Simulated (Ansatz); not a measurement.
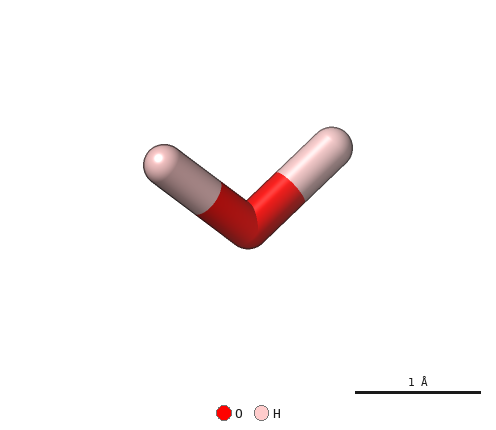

Rendered structure (stick style).

Computed geometry: PBE0-D4/def2-TZVP optimisation.

Give the formula.

Answer. H₂O, 3 atoms: 2 hydrogen and 1 oxygen.

How many bonds of each kind are drawn?

Answer. 2 O–H. Sticks follow a distance rule.

Give the symmetry (Schoenflies symbol).

Answer. C2v.

The parts below concern this one geometry. Atoms keep their numbers from picture to picture.

## Dipole moment

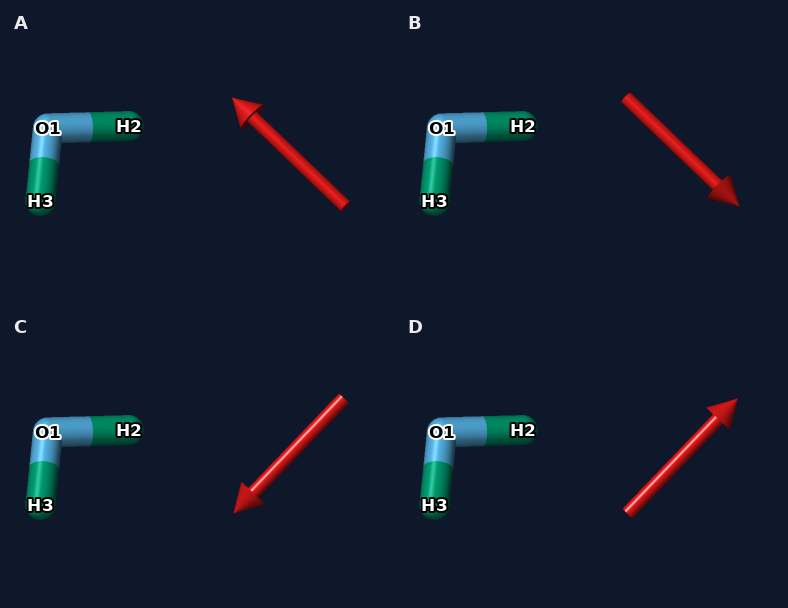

The same molecule four times, each with an arrow. Properties computed with RKS PBE0-D4/def2-TZVP (Ansatz 0.2.0).

Which arrow points along the dipole moment, from the negative to the positive end?

Answer. B. The dipole moment is 2.07 D; it points from the side of O1 to the side of H2, H3 (the outermost atoms at the two ends).

## Vibrations

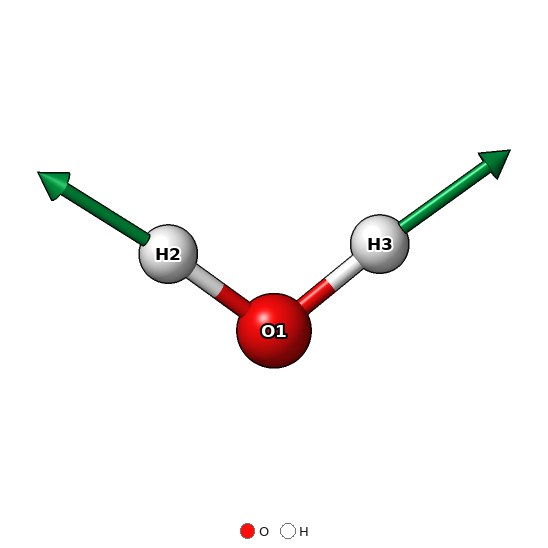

The arrows show one normal mode. Harmonic vibrations computed with RKS PBE0-D4/def2-TZVP (Ansatz 0.2.0) at a stationary point of the same level.

Describe the motion.

Answer. Mostly in-phase stretching of 2 O–H bonds.

Estimate its harmonic wavenumber.

Answer. 3852 cm⁻¹; it is mode 2 of 3 counted from the lowest.

## Charges

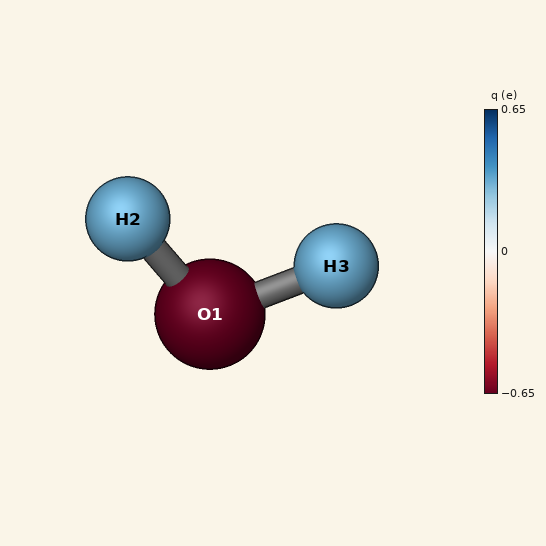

Atoms are coloured by their Mulliken charges. Method: RKS PBE0-D4/def2-TZVP (Ansatz 0.2.0).

List the Mulliken charges.

```tsv
atom	value (e)
O1	−0.65
H2	0.32
H3	0.32
```

Mulliken values depend strongly on the basis set and can even reverse the polarity of a bond.
